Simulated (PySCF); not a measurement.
## Electronic structure of B2H5 (charge −1) in real space

```yaml
atoms:
  - { symbol: B, position_ang: [0.3055, -0.3366, 0.5315] }
  - { symbol: B, position_ang: [-1.3850, -0.3698, 0.3481] }
  - { symbol: H, position_ang: [0.8680, 0.3777, 1.3433] }
  - { symbol: H, position_ang: [1.0700, -0.7420, -0.2583] }
  - { symbol: H, position_ang: [-1.6179, 0.8031, 0.2232] }
  - { symbol: H, position_ang: [-2.0966, -0.8849, 1.1874] }
  - { symbol: H, position_ang: [-1.6582, -0.9091, -0.7925] }
```

Geometry: GFN2-xTB, MD frame at 250 fs, 200 K.

Level of theory: PBE0/pcSseg-1, SCF density, gas phase, non-relativistic (PySCF).

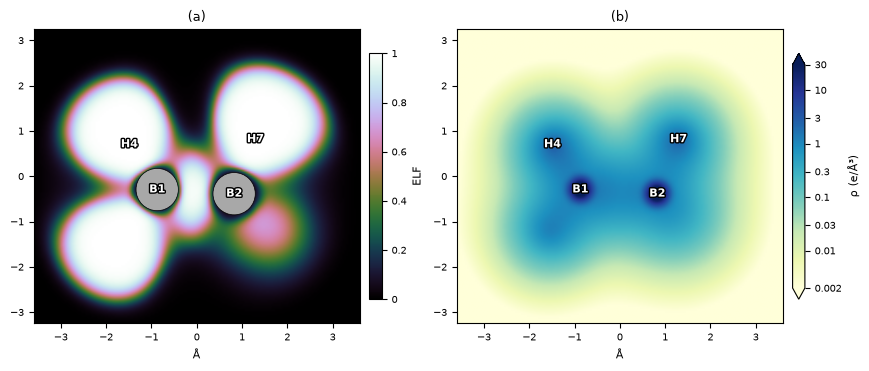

Figure 1. (a) electron localisation function; (b) electron density on the plane of atoms B2, B1 and H4. Grey discs cover the atomic cores in the ELF map.

> Interpret the plot.

- The section cuts through B and H sites.
- B–B (1.70 Å): the density is about 0.99 e/Å³ at the midpoint; the ELF peaks at about 1 between the atoms; localised, covalent bonding.
- B–H (1.17 Å): ρ is about 1.2 e/Å³ halfway; the ELF climbs to about 1 towards the hydrogen, as it does in any bond to H; a covalent bond by its length.

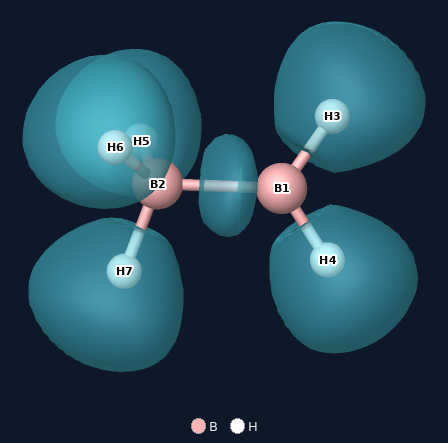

Figure 2. Isosurface of the electron localisation function at 0.8 (cyan), seen at an oblique angle. Only the valence region is drawn (cores and ρ < 0.01 e/Å³ removed).

> Where are the electrons localised?

The ELF exceeds this value in one region between bonded B–B atoms (shared pairs) and five regions around hydrogen nuclei.
